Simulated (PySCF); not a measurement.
# C₄H₂ClF₃O: magnetic properties

Wanted: magnetic properties for C₄H₂ClF₃O (`O=C=C(F)[C@@H](F)[C@H](F)Cl`).

Programs: PySCF 2.14.0, with routines of our own; each step states its level. All values are computed. Atoms count from 0.

## 1. The system as given

11 atoms, charge 0, multiplicity 1; geometry from: GFN2-xTB.

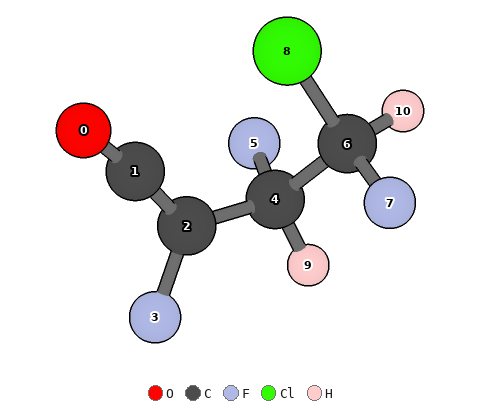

The starting geometry (oxygen red, carbon dark grey, fluorine light blue, chlorine green, hydrogen pink).

## 2. Magnetic properties: GIAO PBE/pcSseg-1

What the job is given:

```
{"job": {"kind": "mag", "xc": "PBE", "basis": "pcSseg-1", "isotopologues": 0}, "charge": 0, "multiplicity": 1}
O      2.290612     1.275000    -1.311758
C      1.680620     0.526440    -0.675115
C      1.112654    -0.404507     0.057910
F      1.837442    -1.540645     0.303061
C     -0.228734    -0.365756     0.714659
F     -0.220065     0.441599     1.836307
C     -1.332704     0.165089    -0.204815
F     -1.640179    -0.763057    -1.139325
Cl    -0.772064     1.644306    -1.024251
H     -0.479037    -1.378471     1.059494
H     -2.243121     0.402673     0.357870
```

With the program's defaults for keys left out, this is: GIAO PBE/pcSseg-1 magnetisability, rotational g tensor and spin-rotation constants, non-relativistic, gas phase.

On the command line:

```bash
OMP_NUM_THREADS=1 python excited_run.py task.json out
```

This one command runs all jobs of the session in turn.

Standard output:

```text
coarse grid: 11552 points
cycle   1  E = -987.4484844656  dE =  1.398e+00  |g| = 9.921e-01  |ddm| = 3.233e+00
cycle   2  E = -986.1993130154  dE =  1.249e+00  |g| = 2.747e+00  |ddm| = 2.876e+00
cycle   3  E = -987.5406491663  dE = -1.341e+00  |g| = 5.764e-01  |ddm| = 2.296e+00
cycle   4  E = -987.6066314122  dE = -6.598e-02  |g| = 1.617e-01  |ddm| = 5.701e-01
cycle   5  E = -987.6111365251  dE = -4.505e-03  |g| = 5.610e-02  |ddm| = 1.719e-01
cycle   6  E = -987.6117813752  dE = -6.449e-04  |g| = 2.324e-02  |ddm| = 7.164e-02
cycle   7  E = -987.6118935870  dE = -1.122e-04  |g| = 6.967e-03  |ddm| = 2.164e-02
cycle   8  E = -987.6119026107  dE = -9.024e-06  |g| = 1.390e-03  |ddm| = 5.471e-03
final grid: 113344 points
cycle   9  E = -987.7237934355  dE =  3.040e-05  |g| = 2.600e-02  |ddm| = 3.343e-02
cycle  10  E = -987.7226387896  dE =  1.155e-03  |g| = 8.129e-02  |ddm| = 6.829e-02
cycle  11  E = -987.7239030703  dE = -1.264e-03  |g| = 9.225e-03  |ddm| = 5.547e-02
cycle  12  E = -987.7239196225  dE = -1.655e-05  |g| = 1.250e-03  |ddm| = 7.562e-03
cycle  13  E = -987.7239198387  dE = -2.162e-07  |g| = 3.459e-04  |ddm| = 1.410e-03
cycle  14  E = -987.7239198627  dE = -2.400e-08  |g| = 1.252e-04  |ddm| = 3.800e-04
cycle  15  E = -987.7239198661  dE = -3.405e-09  |g| = 2.587e-05  |ddm| = 1.237e-04
cycle  16  E = -987.7239198662  dE = -1.221e-10  |g| = 9.327e-06  |ddm| = 3.038e-05
converged SCF energy = -987.7239198662

Magnetisability tensor (1e-30 J/T^2)
    -1088.64       65.95      -32.49
       65.95    -1151.07      -35.00
      -32.49      -35.00    -1049.81
isotropic -1096.50   principal values   -1193.96  -1093.77  -1001.78
isotropic susceptibility -66.033 1e-6 cm^3/mol

Inertial axes            a          b          c
rot. const./GHz      1.5550     1.2249     0.9584
chi total           -68.704    -61.593    -67.803
chi diamagnetic    -783.754   -956.531  -1210.384
chi paramagnetic    715.050    894.938   1142.582
quadrupole/D A        1.469      2.679     -4.149
g nuclear            0.4981     0.4914     0.5006
g electronic        -0.5223    -0.5150    -0.5145
g total             -0.0243    -0.0236    -0.0139

Spin-rotation constants (kHz, H = +C I.J)
atom  isotope        aa         bb         cc
  3    19F        0.448     -1.191      0.436
  5    19F        1.066      0.808      0.796
  7    19F        1.818      0.599      1.097
  8   35Cl        0.654      0.115      0.323
  9     1H       -0.132      0.081     -0.097
 10     1H        0.031     -0.078     -0.070
  0    17O*      -0.422     -0.912     -0.444
  1    13C*       0.684      0.617      0.465
  2    13C*       0.398      0.552      0.222
  4    13C*       0.461      0.386      0.233
  6    13C*       0.526      0.356      0.241
* in the singly substituted isotopologue
```

It took 48 s on 1 thread of Arm Neoverse V1, shared host; peak memory 0.63 GiB.

Key values:

```csv
quantity,value
magnetisability,-1096·10⁻³⁰ J/T²
molar susceptibility,-66.0·10⁻⁶ cm³/mol
"rotational g (a, b, c)","-0.0243, -0.0236, -0.0139"
```

## 3. Magnetic properties: GIAO B97-2/6-31G*

Settings changed since step 2:

```diff
@@ -1,2 +1,2 @@
-{"job": {"kind": "mag", "xc": "PBE", "basis": "pcSseg-1", "isotopologues": 0}, "charge": 0, "multiplicity": 1}
+{"job": {"kind": "mag", "xc": "B97-2", "basis": "6-31G*", "scf": {"level_shift": 2.0, "max_cycle": 75}}, "charge": 0, "multiplicity": 1}
 O      2.290612     1.275000    -1.311758
```

Level: GIAO B97-2/6-31G* magnetisability, rotational g tensor and spin-rotation constants, non-relativistic, gas phase.

Standard output:

```text
final grid: 113344 points
cycle   1  E = -987.3831436221  dE =  2.295e+00  |g| = 1.918e+00  |ddm| = 3.277e+00
cycle   2  E = -988.1571334271  dE = -7.740e-01  |g| = 6.552e-01  |ddm| = 1.032e+00
cycle   3  E = -988.2549627234  dE = -9.783e-02  |g| = 3.965e-01  |ddm| = 4.246e-01
cycle   4  E = -988.2895583630  dE = -3.460e-02  |g| = 2.791e-01  |ddm| = 2.648e-01
cycle   5  E = -988.3070392178  dE = -1.748e-02  |g| = 2.033e-01  |ddm| = 1.804e-01
cycle   6  E = -988.3159076326  dE = -8.868e-03  |g| = 1.544e-01  |ddm| = 1.246e-01
cycle   7  E = -988.3209173483  dE = -5.010e-03  |g| = 1.173e-01  |ddm| = 9.029e-02
cycle   8  E = -988.3236830007  dE = -2.766e-03  |g| = 9.280e-02  |ddm| = 6.860e-02
cycle   9  E = -988.3253243398  dE = -1.641e-03  |g| = 7.475e-02  |ddm| = 5.325e-02
cycle  10  E = -988.3263593295  dE = -1.035e-03  |g| = 6.010e-02  |ddm| = 4.225e-02
cycle  11  E = -988.3270221181  dE = -6.628e-04  |g| = 4.812e-02  |ddm| = 3.359e-02
cycle  12  E = -988.3274305266  dE = -4.084e-04  |g| = 3.922e-02  |ddm| = 2.637e-02
cycle  13  E = -988.3276953062  dE = -2.648e-04  |g| = 3.238e-02  |ddm| = 2.122e-02
cycle  14  E = -988.3278727584  dE = -1.775e-04  |g| = 2.647e-02  |ddm| = 1.713e-02
cycle  15  E = -988.3279915623  dE = -1.188e-04  |g| = 2.167e-02  |ddm| = 1.385e-02
cycle  16  E = -988.3280716075  dE = -8.005e-05  |g| = 1.780e-02  |ddm| = 1.128e-02
cycle  17  E = -988.3281253754  dE = -5.377e-05  |g| = 1.467e-02  |ddm| = 9.127e-03
cycle  18  E = -988.3281617969  dE = -3.642e-05  |g| = 1.219e-02  |ddm| = 7.456e-03
cycle  19  E = -988.3281870333  dE = -2.524e-05  |g| = 1.014e-02  |ddm| = 6.153e-03
cycle  20  E = -988.3282046981  dE = -1.766e-05  |g| = 8.439e-03  |ddm| = 5.084e-03
cycle  21  E = -988.3282171022  dE = -1.240e-05  |g| = 7.039e-03  |ddm| = 4.231e-03
cycle  22  E = -988.3282258536  dE = -8.751e-06  |g| = 5.876e-03  |ddm| = 3.516e-03
cycle  23  E = -988.3282320676  dE = -6.214e-06  |g| = 4.913e-03  |ddm| = 2.924e-03
cycle  24  E = -988.3282365089  dE = -4.441e-06  |g| = 4.121e-03  |ddm| = 2.451e-03
cycle  25  E = -988.3282396918  dE = -3.183e-06  |g| = 3.489e-03  |ddm| = 2.077e-03
cycle  26  E = -988.3282420389  dE = -2.347e-06  |g| = 2.945e-03  |ddm| = 1.757e-03
cycle  27  E = -988.3282437830  dE = -1.744e-06  |g| = 2.493e-03  |ddm| = 1.507e-03
cycle  28  E = -988.3282450760  dE = -1.293e-06  |g| = 2.120e-03  |ddm| = 1.291e-03
cycle  29  E = -988.3282460473  dE = -9.713e-07  |g| = 1.805e-03  |ddm| = 1.107e-03
cycle  30  E = -988.3282467765  dE = -7.292e-07  |g| = 1.551e-03  |ddm| = 9.574e-04
cycle  31  E = -988.3282473296  dE = -5.531e-07  |g| = 1.341e-03  |ddm| = 8.259e-04
cycle  32  E = -988.3282477559  dE = -4.263e-07  |g| = 1.160e-03  |ddm| = 7.171e-04
cycle  33  E = -988.3282480919  dE = -3.360e-07  |g| = 9.955e-04  |ddm| = 6.289e-04
cycle  34  E = -988.3282483532  dE = -2.612e-07  |g| = 8.686e-04  |ddm| = 5.551e-04
cycle  35  E = -988.3282485572  dE = -2.040e-07  |g| = 7.635e-04  |ddm| = 4.883e-04
cycle  36  E = -988.3282487243  dE = -1.672e-07  |g| = 6.699e-04  |ddm| = 4.398e-04
cycle  37  E = -988.3282488546  dE = -1.302e-07  |g| = 6.011e-04  |ddm| = 3.892e-04
cycle  38  E = -988.3282489610  dE = -1.065e-07  |g| = 5.388e-04  |ddm| = 3.454e-04
cycle  39  E = -988.3282490488  dE = -8.779e-08  |g| = 4.783e-04  |ddm| = 3.086e-04
cycle  40  E = -988.3282491202  dE = -7.136e-08  |g| = 4.323e-04  |ddm| = 2.790e-04
cycle  41  E = -988.3282491799  dE = -5.971e-08  |g| = 3.921e-04  |ddm| = 2.538e-04
cycle  42  E = -988.3282492332  dE = -5.326e-08  |g| = 3.495e-04  |ddm| = 2.434e-04
cycle  43  E = -988.3282492753  dE = -4.209e-08  |g| = 3.199e-04  |ddm| = 2.119e-04
cycle  44  E = -988.3282493108  dE = -3.558e-08  |g| = 2.934e-04  |ddm| = 1.945e-04
cycle  45  E = -988.3282493425  dE = -3.170e-08  |g| = 2.671e-04  |ddm| = 1.857e-04
cycle  46  E = -988.3282493689  dE = -2.641e-08  |g| = 2.463e-04  |ddm| = 1.698e-04
cycle  47  E = -988.3282493920  dE = -2.309e-08  |g| = 2.260e-04  |ddm| = 1.596e-04
cycle  48  E = -988.3282494118  dE = -1.978e-08  |g| = 2.067e-04  |ddm| = 1.471e-04
cycle  49  E = -988.3282494288  dE = -1.703e-08  |g| = 1.890e-04  |ddm| = 1.372e-04
cycle  50  E = -988.3282494430  dE = -1.419e-08  |g| = 1.755e-04  |ddm| = 1.251e-04
cycle  51  E = -988.3282494557  dE = -1.267e-08  |g| = 1.607e-04  |ddm| = 1.197e-04
cycle  52  E = -988.3282494665  dE = -1.081e-08  |g| = 1.475e-04  |ddm| = 1.110e-04
cycle  53  E = -988.3282494757  dE = -9.199e-09  |g| = 1.361e-04  |ddm| = 1.027e-04
cycle  54  E = -988.3282494836  dE = -7.863e-09  |g| = 1.254e-04  |ddm| = 9.475e-05
cycle  55  E = -988.3282494903  dE = -6.775e-09  |g| = 1.160e-04  |ddm| = 8.860e-05
cycle  56  E = -988.3282494962  dE = -5.856e-09  |g| = 1.071e-04  |ddm| = 8.286e-05
cycle  57  E = -988.3282495012  dE = -5.008e-09  |g| = 9.891e-05  |ddm| = 7.670e-05
cycle  58  E = -988.3282495055  dE = -4.318e-09  |g| = 9.099e-05  |ddm| = 7.141e-05
cycle  59  E = -988.3282495092  dE = -3.712e-09  |g| = 8.355e-05  |ddm| = 6.659e-05
cycle  60  E = -988.3282495123  dE = -3.095e-09  |g| = 7.760e-05  |ddm| = 6.066e-05
cycle  61  E = -988.3282495151  dE = -2.734e-09  |g| = 7.099e-05  |ddm| = 5.742e-05
cycle  62  E = -988.3282495174  dE = -2.303e-09  |g| = 6.540e-05  |ddm| = 5.288e-05
cycle  63  E = -988.3282495194  dE = -1.975e-09  |g| = 6.012e-05  |ddm| = 4.897e-05
cycle  64  E = -988.3282495210  dE = -1.670e-09  |g| = 5.538e-05  |ddm| = 4.511e-05
cycle  65  E = -988.3282495225  dE = -1.432e-09  |g| = 5.111e-05  |ddm| = 4.169e-05
cycle  66  E = -988.3282495237  dE = -1.218e-09  |g| = 4.711e-05  |ddm| = 3.859e-05
cycle  67  E = -988.3282495247  dE = -1.036e-09  |g| = 4.339e-05  |ddm| = 3.575e-05
cycle  68  E = -988.3282495256  dE = -8.827e-10  |g| = 4.000e-05  |ddm| = 3.301e-05
cycle  69  E = -988.3282495263  dE = -7.581e-10  |g| = 3.677e-05  |ddm| = 3.065e-05
cycle  70  E = -988.3282495270  dE = -6.416e-10  |g| = 3.391e-05  |ddm| = 2.828e-05
cycle  71  E = -988.3282495275  dE = -5.498e-10  |g| = 3.132e-05  |ddm| = 2.612e-05
level shift removed, Fock matrix diagonalised once more
converged SCF energy = -988.3282495275

Magnetisability tensor (1e-30 J/T^2)
    -1094.70       65.82      -32.42
       65.82    -1155.84      -42.36
      -32.42      -42.36    -1066.62
isotropic -1105.72   principal values   -1200.69  -1108.17  -1008.29
isotropic susceptibility -66.588 1e-6 cm^3/mol

Inertial axes            a          b          c
rot. const./GHz      1.5550     1.2249     0.9584
chi total           -69.023    -61.807    -68.934
chi diamagnetic    -780.969   -953.577  -1207.987
chi paramagnetic    711.946    891.770   1139.053
quadrupole/D A        1.346      2.268     -3.614
g nuclear            0.4981     0.4914     0.5006
g electronic        -0.5201    -0.5131    -0.5129
g total             -0.0220    -0.0218    -0.0123

Spin-rotation constants (kHz, H = +C I.J)
atom  isotope        aa         bb         cc
  3    19F        0.241     -1.222      0.356
  5    19F        0.757      0.575      0.622
  7    19F        1.533      0.388      0.859
  8   35Cl        0.578      0.094      0.270
  9     1H       -0.141      0.072     -0.100
 10     1H        0.019     -0.083     -0.073
  0    17O*      -0.361     -0.819     -0.398
  1    13C*       0.602      0.552      0.411
  2    13C*       0.343      0.497      0.188
  4    13C*       0.405      0.339      0.195
  6    13C*       0.459      0.314      0.211
* in the singly substituted isotopologue
```

It took 1.7 min on 1 thread of Arm Neoverse V1, shared host; peak memory 0.81 GiB.

Despite a large level shift, the SCF converged in 71 cycles.

From this job:

```csv
quantity,value
magnetisability,-1106·10⁻³⁰ J/T²
molar susceptibility,-66.6·10⁻⁶ cm³/mol
"rotational g (a, b, c)","-0.0220, -0.0218, -0.0123"
```

## 4. The levels compared

```csv
level,ξ (10⁻³⁰ J/T²),g(a),g(b),gap (eV),functions,time
GIAO PBE/pcSseg-1,-1096,-0.0243,-0.0236,2.47,170,48 s
GIAO B97-2/6-31G*,-1106,-0.0220,-0.0218,4.57,134,1.7 min
```

## 5. Outcome

```
                                          quantity                      value
       magnetisability (step 2, GIAO PBE/pcSseg-1)           -1096·10⁻³⁰ J/T²
  molar susceptibility (step 2, GIAO PBE/pcSseg-1)         -66.0·10⁻⁶ cm³/mol
rotational g (a, b, c) (step 2, GIAO PBE/pcSseg-1)  -0.0243, -0.0236, -0.0139
                   magnetisability over the levels  -1106 to -1096·10⁻³⁰ J/T²
```

The magnetisability spreads by 0.8 % over 2 levels, from GIAO B97-2/6-31G* (1.7 min) to GIAO PBE/pcSseg-1 (48 s); the runs took 48 s to 1.7 min. Two levels can agree by chance, so this spread shows no convergence. Vibrational averaging and real surroundings are missing from these values.
